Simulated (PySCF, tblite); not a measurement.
# C₉H₇N₃: excited states

What do calculations give for the excited states of C₉H₇N₃ (`C=C1C=CC(c2ncncn2)=C1`)?

Computed with tblite 0.8.0 and PySCF 2.14.0 and routines of our own; the level stands in each step. Atoms count from 0.

## (1) The system as given

19 atoms, charge 0, multiplicity 1; geometry from: force field or distance geometry start.

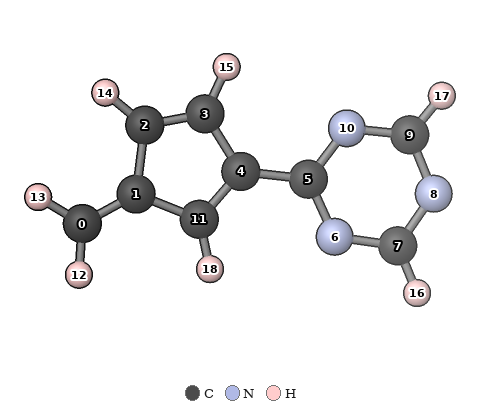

The starting geometry (carbon dark grey, nitrogen light blue, hydrogen pink).

## (2) Geometry optimisation with GFN2-xTB

What the job is given:

```
{"job": {"kind": "relax", "xc": "GFN2-xTB", "basis": "xTB"}, "charge": 0, "multiplicity": 1}
C     -3.494700    -0.074400    -1.225400
C     -2.408200    -0.097700    -0.494600
C     -2.359100    -0.318600     0.963900
C     -1.100100    -0.271600     1.327700
C     -0.223900    -0.046600     0.197000
C      1.227900     0.061300     0.177300
N      1.899900     0.284200    -0.972200
C      3.260200     0.393700    -1.029700
N      3.923500     0.260100     0.135000
C      3.297700     0.042100     1.317300
N      1.947700    -0.057900     1.321100
C     -1.014500     0.056200    -0.891000
H     -3.466800     0.094800    -2.302100
H     -4.487000    -0.212800    -0.763600
H     -3.262600    -0.460300     1.563200
H     -0.729500    -0.400900     2.354900
H      3.764200     0.570100    -1.977800
H      3.904400    -0.050800     2.201800
H     -0.688800     0.238200    -1.910000
```

The run is started by

```console
OMP_NUM_THREADS=1 python excited_run.py task.json out
```

One launch serves the whole session: the jobs run in the order shown.

The program printed:

```text
step      E/eV     max force
  0    -857.59106    4.412
  1    -858.02009    2.068
  2    -858.14679    1.412
  3    -858.21668    0.675
  4    -858.25222    0.468
  5    -858.26364    0.228
  6    -858.27350    0.244
  7    -858.28066    0.239
  8    -858.28976    0.203
  9    -858.29668    0.191
 10    -858.30114    0.165
 11    -858.30352    0.133
 12    -858.30506    0.102
 13    -858.30627    0.088
 14    -858.30714    0.069
 15    -858.30776    0.053
 16    -858.30812    0.043
 17    -858.30837    0.051
 18    -858.30870    0.059
 19    -858.30921    0.059
 20    -858.30982    0.061
 21    -858.31028    0.050
 22    -858.31055    0.032
 23    -858.31071    0.036
 24    -858.31084    0.027
 25    -858.31093    0.020
 26    -858.31098    0.020
 27    -858.31103    0.024
 28    -858.31109    0.024
 29    -858.31114    0.019
 30    -858.31117    0.014
 31    -858.31120    0.020
 32    -858.31123    0.024
 33    -858.31130    0.026
 34    -858.31138    0.035
 35    -858.31149    0.035
 36    -858.31161    0.025
 37    -858.31174    0.033
 38    -858.31186    0.030
 39    -858.31192    0.015
 40    -858.31195    0.013
 41    -858.31197    0.012
 42    -858.31198    0.010
 43    -858.31199    0.008
```

Run time: 0.36 s. Hardware: 1 thread of Arm Neoverse V1, shared host; peak memory 0.17 GiB.

The steps of the relaxation: (not every step is listed)

```
step  energy from step 0 (eV)  largest force (eV/Å)
   0                   0.0000                4.4121
   1                  -0.4290                2.0676
   2                  -0.5557                1.4123
   3                  -0.6256                0.6746
   4                  -0.6612                0.4684
   5                  -0.6726                0.2284
   6                  -0.6824                0.2442
   7                  -0.6896                0.2389
   8                  -0.6987                0.2026
  11                  -0.7125                0.1334
  14                  -0.7161                0.0688
  17                  -0.7173                0.0505
  20                  -0.7188                0.0606
  23                  -0.7197                0.0361
  26                  -0.7199                0.0198
  29                  -0.7201                0.0192
  32                  -0.7202                0.0244
  35                  -0.7204                0.0347
  38                  -0.7208                0.0296
  39                  -0.7209                0.0153
  40                  -0.7209                0.0130
  41                  -0.7209                0.0122
  42                  -0.7209                0.0099
  43                  -0.7209                0.0081
```

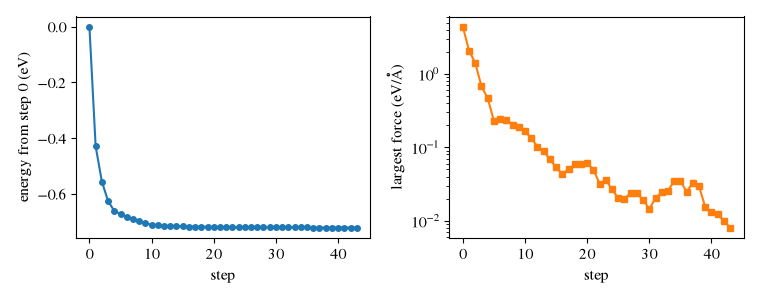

Energy and largest force along the relaxation.

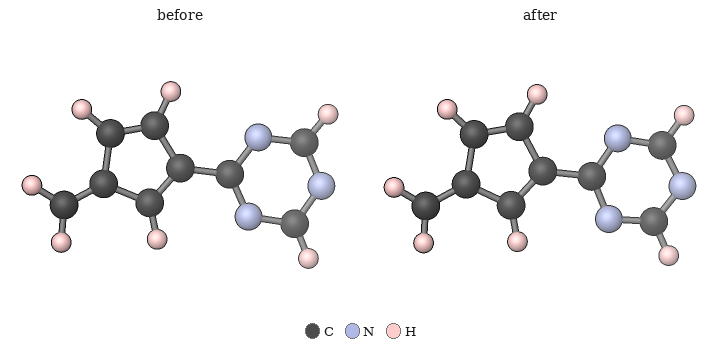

Before and after, at one scale.

Close pairs (by a distance rule), those that changed most:

```
  bond  before (Å)  after (Å)  change (Å)
 N6–C7       1.366      1.314      -0.052
C9–N10       1.354      1.315      -0.038
 N8–C9       1.355      1.324      -0.031
 C2–C3       1.311      1.341      +0.030
 C0–C1       1.310      1.337      +0.027
C3–H15       1.100      1.073      -0.027
C0–H13       1.103      1.078      -0.026
 C7–N8       1.347      1.325      -0.022
```

The next job starts from the end point, and lists it.

## (3) Vibrational analysis with GFN2-xTB

What the job is given:

```
{"job": {"kind": "ir", "xc": "GFN2-xTB", "basis": "xTB"}, "charge": 0, "multiplicity": 1}
C     -3.489431    -0.070197    -1.220800
C     -2.384013    -0.101755    -0.469469
C     -2.298835    -0.310068     0.977461
C     -1.008235    -0.270750     1.339357
C     -0.192667    -0.034834     0.146295
C      1.245843     0.068297     0.150452
N      1.870974     0.288241    -1.013241
C      3.180734     0.371681    -0.942612
N      3.906685     0.257361     0.160324
C      3.197183     0.041943     1.257535
N      1.887301    -0.060868     1.317501
C     -1.012911     0.066222    -0.931162
H     -3.443598     0.091430    -2.285195
H     -4.467897    -0.205627    -0.790199
H     -3.154748    -0.465320     1.606584
H     -0.586281    -0.385867     2.319281
H      3.715247     0.549892    -1.868412
H      3.744762    -0.058279     2.187496
H     -0.719916     0.237750    -1.948659
```

The program printed:

```text
mode    cm-1     km/mol
  1      51.0      0.31
  2      75.0      0.21
  3     106.4      0.51
  4     149.5      0.84
  5     237.6      0.52
  6     280.5      0.00
  7     303.3      0.36
  8     342.9      0.42
  9     436.5      1.76
 10     448.5      2.47
 11     568.6      0.10
 12     610.5      3.67
 13     656.0      8.48
 14     665.9     15.54
 15     673.0      0.21
 16     701.4     26.58
 17     781.4     60.17
 18     812.8      0.09
 19     828.1     12.75
 20     868.9      0.84
 21     875.6      2.59
 22     891.4      3.27
 23     909.9     20.55
 24     934.0      2.25
 25     940.0      0.00
 26     947.9      7.34
 27    1046.6     15.16
 28    1069.0      4.14
 29    1084.4      4.71
 30    1147.5      3.96
 31    1157.5      0.37
 32    1173.2      0.47
 33    1234.7      1.98
 34    1250.1     11.68
 35    1276.7      6.18
 36    1329.3     28.85
 37    1356.9      8.34
 38    1394.8      4.39
 39    1411.9     65.38
 40    1508.0    188.34
 41    1544.5    614.91
 42    1570.9    165.18
 43    1605.8      4.31
 44    1669.3      6.06
 45    3041.2     41.81
 46    3042.2     24.05
 47    3098.1      3.18
 48    3128.3     12.63
 49    3146.9     15.47
 50    3164.3      8.14
 51    3165.6     19.26
```

It took 0.9 s on 1 thread of Arm Neoverse V1, shared host; peak memory 0.17 GiB.

Which atoms move in the most intense modes:

```csv
cm⁻¹,km/mol,atoms
701,26.6,"C3 16 %, C2 13 %, N8 12 %"
781,60.2,"C5 41 %, N10 13 %, N6 13 %"
1329,28.9,"H16 23 %, C4 20 %, N10 13 %"
1412,65.4,"C5 38 %, C4 21 %, N10 10 %"
1508,188.3,"C5 33 %, N8 20 %, C9 14 %, C7 11 %"
1544,614.9,"C4 27 %, C11 18 %, C2 11 %, C7 11 %"
1571,165.2,"C7 19 %, C9 19 %, C2 16 %, C3 14 %"
3041,41.8,"H17 59 %, H16 34 %"
```

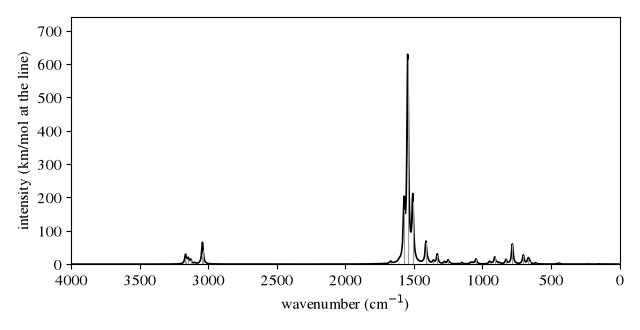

The infrared spectrum from these modes, unscaled. Lines are broadened to a width of 14 cm⁻¹ (Lorentzian).

## (4) Excited states: TDA CAM-B3LYP/def2-SVP

Settings changed since step 3:

```diff
@@ -1,2 +1,2 @@
-{"job": {"kind": "ir", "xc": "GFN2-xTB", "basis": "xTB"}, "charge": 0, "multiplicity": 1}
+{"job": {"kind": "states", "xc": "CAM-B3LYP", "basis": "def2-SVP", "tda": true, "soc": true, "nstates": 8, "ntriplets": 4, "nquad": 4}, "charge": 0, "multiplicity": 1}
 C     -3.489431    -0.070197    -1.220800
```

Level: TDA CAM-B3LYP/def2-SVP excited states, vertical, gas phase, spin-orbit mean-field couplings.

The program printed:

```text
coarse grid: 17304 points
cycle   1  E = -510.5448460419  dE =  2.819e+00  |g| = 6.001e-01  |ddm| = 5.572e+00
cycle   2  E = -510.5553881533  dE = -1.054e-02  |g| = 6.296e-01  |ddm| = 1.594e+00
cycle   3  E = -510.6351134551  dE = -7.973e-02  |g| = 4.954e-02  |ddm| = 6.896e-01
cycle   4  E = -510.6357129221  dE = -5.995e-04  |g| = 2.977e-02  |ddm| = 9.609e-02
cycle   5  E = -510.6359208320  dE = -2.079e-04  |g| = 7.969e-03  |ddm| = 3.910e-02
cycle   6  E = -510.6359367346  dE = -1.590e-05  |g| = 3.359e-03  |ddm| = 1.179e-02
cycle   7  E = -510.6359402073  dE = -3.473e-06  |g| = 1.258e-03  |ddm| = 4.952e-03
final grid: 171456 points
cycle   8  E = -510.7294987919  dE = -4.673e-05  |g| = 3.310e-03  |ddm| = 3.976e-02
cycle   9  E = -510.7295001367  dE = -1.345e-06  |g| = 2.743e-03  |ddm| = 8.351e-03
cycle  10  E = -510.7295019623  dE = -1.826e-06  |g| = 5.161e-04  |ddm| = 3.456e-03
cycle  11  E = -510.7295020202  dE = -5.796e-08  |g| = 2.434e-04  |ddm| = 7.835e-04
cycle  12  E = -510.7295020354  dE = -1.514e-08  |g| = 6.589e-05  |ddm| = 3.247e-04
cycle  13  E = -510.7295020364  dE = -1.024e-09  |g| = 1.597e-05  |ddm| = 8.709e-05
cycle  14  E = -510.7295020365  dE = -8.026e-11  |g| = 1.003e-05  |ddm| = 2.992e-05
converged SCF energy = -510.7295020365

Singlet excitations
state   eV       nm        f     d(h-e)  d(exc)  Lambda  PR(NTO)  |dmu|/D   mu/D   main configurations
  1   3.5597   348.3   0.02698   0.943   3.170   0.679   1.027    2.256    1.762   H->L 0.92
  2   4.2769   289.9   0.00025   1.080   3.279   0.305   1.005    4.015    1.941   H-2->L 0.79, H-2->L+2 0.19
  3   4.5834   270.5   0.00657   1.773   3.548   0.356   1.018    5.298    3.208   H-3->L 0.73, H-3->L+2 0.24
  4   4.9004   253.0   0.00815   0.683   2.464   0.520   1.025    1.834    3.951   H-2->L+1 0.95
  5   4.9573   250.1   0.00085   0.595   2.452   0.441   1.016                     H-3->L+1 0.95
  6   5.1494   240.8   0.30219   1.213   3.823   0.664   1.770                     H-1->L 0.65, H->L+1 0.16, H->L+2 0.11
  7   5.3712   230.8   0.03681   2.441   4.037   0.417   1.330                     H->L+1 0.59, H->L+2 0.21
  8   5.4971   225.5   1.00477   1.722   3.570   0.592   1.387                     H->L+2 0.60, H-1->L 0.19, H->L+1 0.09

Triplet excitations (Tamm-Dancoff)
state   eV     d(h-e)  d(exc)  Lambda  PR(NTO)   main configurations
  1   2.1394   0.574   2.915   0.682   1.060   H->L 0.92
  2   2.8219   0.201   2.848   0.752   1.116   H-1->L 0.81, H-1->L+2 0.10
  3   3.9573   1.010   3.073   0.334   1.037   H-2->L 0.50, H-2->L+2 0.17, H-3->L 0.16
  4   4.0712   1.374   3.194   0.374   1.139   H-3->L 0.37, H-2->L 0.21, H-3->L+2 0.16
S1 - T1 = 1.4203 eV

Spin-orbit couplings |<S|Hso|T>| (cm-1)
             T1       T2       T3       T4
S0        0.012    0.006   15.905   12.578
S1        0.003    0.007    3.122    1.350
S2        4.519    3.308    7.562   14.267
S3        0.633    0.684   15.612    7.917
S4        0.173    0.186    2.432    3.638
S5        0.347    0.323    3.619    6.208
S6        0.007    0.020    3.260    1.692
S7        0.066    0.016    1.437    1.426
S8        0.013    0.003    4.641    3.235
T1 sublevels (cm-1): 0.000 0.000 0.000   radiative rates (1/s): 1.35e-05 0.000438 0.00241
```

Wall time 75 s (1 thread of Arm Neoverse V1, shared host); peak memory 1 GiB.

In short:

```csv
quantity,value
S1 less T1,1.42 eV
```

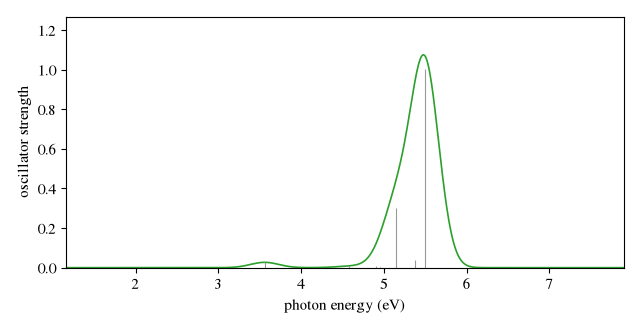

Absorption lines of the singlets. Lines are broadened to a width of 0.40 eV (Gaussian).

## (5) What came out

| quantity | value |
| --- | --- |
| strongest single infrared mode (GFN2-xTB) | 1544 cm⁻¹, 615 km/mol |
| zero-point energy (GFN2-xTB) | 86.8 kcal/mol |
| S1 less T1 (step 4, TDA CAM-B3LYP/def2-SVP) | 1.42 eV |

In words: No mode is imaginary among the 51: a minimum at this level. The strongest single mode, at 1544 cm⁻¹, is spread over many atoms; the largest shares are those of C4, C11. GFN2-xTB is a fitted tight-binding method: band positions and strengths are rough. Its intensities can rank the bands wrongly. In step 4, the number of triplets below S1 is 2, and the largest singlet-triplet spin-orbit coupling is S0–T3, 15.90 cm⁻¹.
